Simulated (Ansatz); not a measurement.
**Ligand exchange: GaH2Br + C3H6F2 → GaH2(CH3) + C2H3BrF2**

Species: GaH2Br `[GaH2][Br]`, singlet; C3H6F2 `CC(F)CF`, singlet; GaH2(CH3), singlet; C2H3BrF2 `FCC(F)Br`, singlet. The partners trade Br for CH3: Ga–Br and C–CH3 bonds give way to Ga–CH3 and C–Br.

Shapes, held fixed at every level: PBE0-D4/def2-TZVP. Flexible molecules stand in one conformer, not always the lowest. Programs: Ansatz 0.2.0. Electronic energies: no zero-point or thermal term.

```tsv
level	kind	ΔE (kJ/mol)	less CCSD(T)/def2-TZVPP
HF/def2-TZVPP	Hartree–Fock	+211.7	+30.6
r2SCAN-D4/def2-TZVPP	meta-GGA	+182.6	+1.5
B3LYP-D4/def2-TZVPP	global hybrid	+181.3	+0.2
PBE0-D4/def2-TZVPP	global hybrid	+183.1	+2.0
wB97M-V/def2-TZVPP	range-separated hybrid	+183.0	+1.9
wB97X-V/def2-TZVPP	range-separated hybrid	+184.6	+3.5
B2PLYP/def2-TZVPP	double hybrid	+184.0	+2.9
CCSD(T)/def2-TZVPP	coupled cluster or CI	+181.1	0.0
```

The highest level, CCSD(T)/def2-TZVPP, gives ΔE = +181.1 kJ/mol; the levels span +181.1 to +211.7. The column of differences is taken from that level and isn't an error. No measured value is set beside it here. Relativity is left out for Br, Ga. Outer-core shells of Br, Ga are correlated, in sets that cover them unevenly.

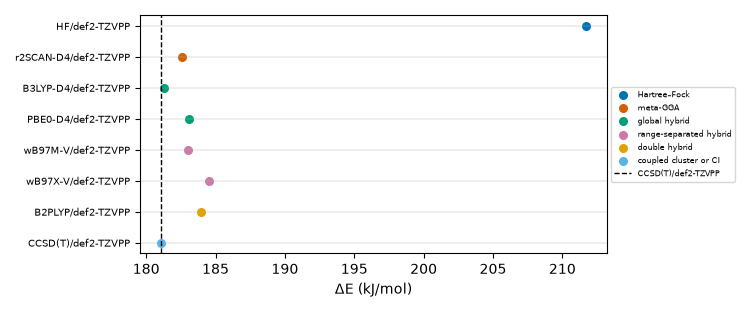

The values of the table, level by level.
